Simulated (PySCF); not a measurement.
Pb···Pb···Pb (charge +2, triplet)

```xyz
3

Pb    1.7135   -0.0006    0.0000
Pb   -0.8563    1.9296    0.0000
Pb   -0.8572   -1.9289    0.0000
```

⟨S²⟩ = 2.10, above the pure value of 2.00; core potentials replace the inner electrons of Pb.

Computed with UKS PBE, Pb def2-SVP with ECP60; non-relativistic Hamiltonian with scalar-relativistic core potentials where named; density fitting (PySCF 2.14.0).

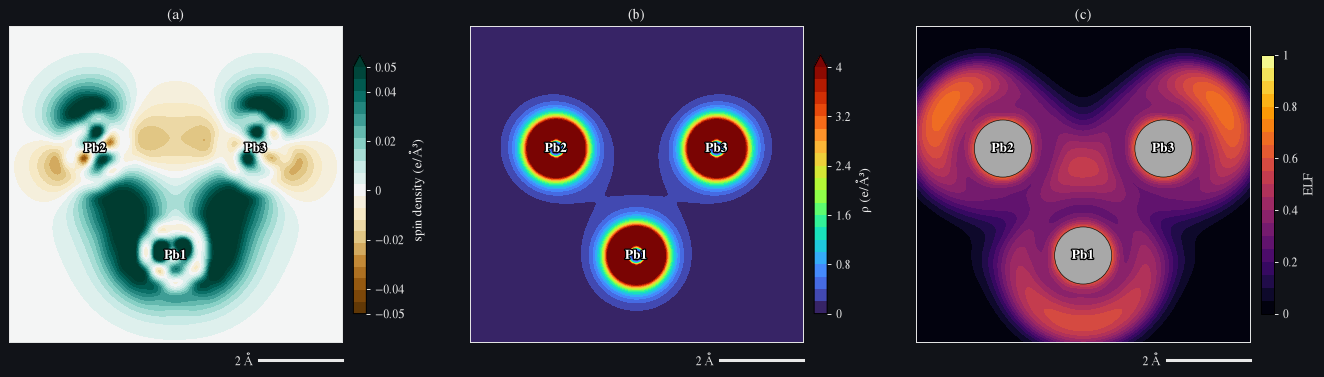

Figure 1. (a) spin density; (b) electron density; (c) ELF on the molecular plane. Grey discs cover the atomic cores in the ELF map.

Read the bonding off the picture.

Answer. The section cuts through Pb sites.
Pb1···Pb3 (3.21 Å): the density falls to about 0.2 e/Å³ on the way; the ELF dips to about 0.30 between them.
Pb–Pb (3.21 Å): the density is about 0.2 e/Å³ at the midpoint; the ELF is about 0.35 at the midpoint.
The unpaired spin (2 electrons) lies mostly on Pb1 (about 1.0), Pb2 (about 0.5) and Pb3 (about 0.5), in electrons by Hirshfeld's partition.

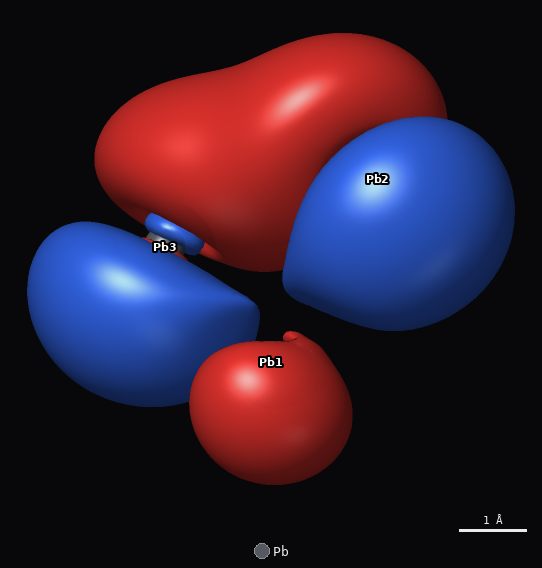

Figure 2. The LUMO (α) at ±0.05 Å⁻³ᐟ² (blue and red are the two phases), seen at a tilt.

What is the character of this orbital?

Answer. Its weight (Hirshfeld) is mainly on Pb2 (about 45 %), Pb3 (about 45 %) and Pb1 (about 10 %); it is symmetric in the molecular plane (an in-plane orbital: σ, lone-pair or in-plane π type). Its energy is −13.19 eV.
